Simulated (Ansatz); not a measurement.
# SVWN5/def2-SVP (core potential) run of CH6Sn (SMILES [CH3][SnH3])

Aim: the energy change on altering one bond length of CH6Sn at SVWN5/def2-SVP (core potential), from 2 runs. 

The calculation is run with Ansatz 0.2.0.

42 further runs of the same task are left out: 1 that didn't finish, 41 set aside as unsound or not needed.

## (1) The system as given

CH6Sn has 8 atoms, charge 0, and is taken as a singlet. SMILES: `[CH3][SnH3]`. Geometry: relaxed at PBE0-D4/def2-TZVP.

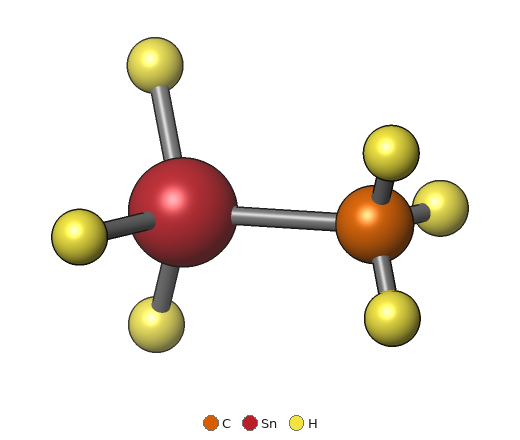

The structure, seen from a chosen angle (carbon orange, tin red, hydrogen yellow).

## (2) The energy at SVWN5/def2-SVP (core potential)

The input, run.yaml:

```yaml
crystal:
  periodic: [false, false, false]
  atoms:
    - {symbol: C, position_ang: [1.094500, 0.367400, -0.110600]}
    - {symbol: Sn, position_ang: [-0.919400, -0.329100, 0.082100]}
    - {symbol: H, position_ang: [1.300500, 0.627700, -1.148800]}
    - {symbol: H, position_ang: [1.789300, -0.411200, 0.204000]}
    - {symbol: H, position_ang: [1.244600, 1.249200, 0.512300]}
    - {symbol: H, position_ang: [-2.012000, 0.886800, -0.417500]}
    - {symbol: H, position_ang: [-1.156700, -1.716400, -0.887800]}
    - {symbol: H, position_ang: [-1.248700, -0.731500, 1.710400]}
basis:
  gaussian: {orbitals: def2-SVP}
hamiltonian: {xc: {name: SVWN5}}
accuracy: high
output: {orbitals: {seedname: orbitals}}
```

Started as:

```bash
$ ansatz run run.yaml --threads 1 --pin off --max-ram 3480MiB --events-out events.jsonl --progress --plain --runs-dir runs
```

What it wrote:

```text
Warning: RAYON_NUM_THREADS=1 ignored (pool sized by the plan → 1); use --threads N
Functional definition: SVWN5
  name "SVWN5"
  exchange = slater_x
  correlation = vwn5_c
1743 factors; integrals over basis functions are off by at most 3.0e-9 eV
mean field evaluation 1: about -6935.9205 eV, gradient 5.6e1 eV
mean field evaluation 2: about -6920.9557 eV, gradient 8.3e1 eV
mean field evaluation 4: about -6943.9242 eV, gradient 2.7e0 eV
mean field evaluation 8: about -6943.9448 eV, gradient 2.8e-2 eV
mean field evaluation 16: about -6943.9448 eV, gradient 1.0e-6 eV
mean field -6943.94480871 eV, -255.1852649453 hartree, gradient 7.0e-8 eV, S^2 0.000000; 0 other end points of the search recorded, 0 dependent functions left out
reference -6943.94481238 eV, -255.1852650800 hartree; 17, 17 occupied and 53, 53 virtual orbitals, 1743 factors
Total energy: -6943.94481238 eV, -255.1852650800 hartree
```

Wall time 2.5 s (1 thread of Arm Neoverse V2, shared host); peak memory 0.19 GiB.

## (3) The distorted shape at the same level

The input, run.yaml:

```yaml
crystal:
  periodic: [false, false, false]
  atoms:
    - {symbol: C, position_ang: [1.063595, 0.328349, 0.045154]}
    - {symbol: Sn, position_ang: [-0.950305, -0.368151, 0.237854]}
    - {symbol: H, position_ang: [1.300500, 0.627700, -1.148800]}
    - {symbol: H, position_ang: [1.758395, -0.450251, 0.359754]}
    - {symbol: H, position_ang: [1.213695, 1.210149, 0.668054]}
    - {symbol: H, position_ang: [-2.042905, 0.847749, -0.261746]}
    - {symbol: H, position_ang: [-1.187605, -1.755451, -0.732046]}
    - {symbol: H, position_ang: [-1.279605, -0.770551, 1.866154]}
basis:
  gaussian: {orbitals: def2-SVP}
accuracy: high
output: {orbitals: {seedname: orbitals}}
total_charge: 0
hamiltonian: {xc: {name: SVWN5}}
```

Started as:

```bash
$ ansatz run run.yaml --threads 1 --pin off --max-ram 3480MiB --events-out events.jsonl --progress --plain --runs-dir runs
```

What it wrote:

```text
Warning: RAYON_NUM_THREADS=1 ignored (pool sized by the plan → 1); use --threads N
[... 4 set-up lines as earlier in the session ...]
1740 factors; integrals over basis functions are off by at most 3.3e-9 eV
mean field evaluation 1: about -6936.1063 eV, gradient 5.4e1 eV
mean field evaluation 2: about -6920.7846 eV, gradient 8.2e1 eV
mean field evaluation 4: about -6943.6642 eV, gradient 2.8e0 eV
mean field evaluation 8: about -6943.6870 eV, gradient 3.6e-2 eV
mean field evaluation 16: about -6943.6870 eV, gradient 1.6e-6 eV
mean field -6943.68700654 eV, -255.1757908902 hartree, gradient 5.7e-8 eV, S^2 0.000000; 0 other end points of the search recorded, 0 dependent functions left out
reference -6943.68701023 eV, -255.1757910260 hartree; 17, 17 occupied and 53, 53 virtual orbitals, 1740 factors
Total energy: -6943.68701023 eV, -255.1757910260 hartree
```

Run time: 2.5 s. Hardware: 1 thread of Arm Neoverse V2, shared host; peak memory 0.19 GiB.

## (4) Summary of results

Level: SVWN5/def2-SVP (core potential).

| quantity | value |
| --- | --- |
| first shape: total energy | -255.18527 Eh |
| first shape: HOMO energy | -7.30 eV |
| first shape: LUMO energy | -0.15 eV |
| first shape: HOMO–LUMO gap | 7.15 eV |
| distorted shape: total energy | -255.17579 Eh |
| distorted shape: HOMO energy | -7.29 eV |
| distorted shape: LUMO energy | -0.25 eV |
| distorted shape: HOMO–LUMO gap | 7.04 eV |
| energy change with the C1–H3 bond stretched from 1.090 to 1.253 Å | 0.258 eV |

In words: With the C1–H3 bond stretched from 1.090 to 1.253 Å the energy rises by 0.26 eV (24.9 kJ/mol). The first shape isn't relaxed at this level, so the change isn't measured from a minimum.
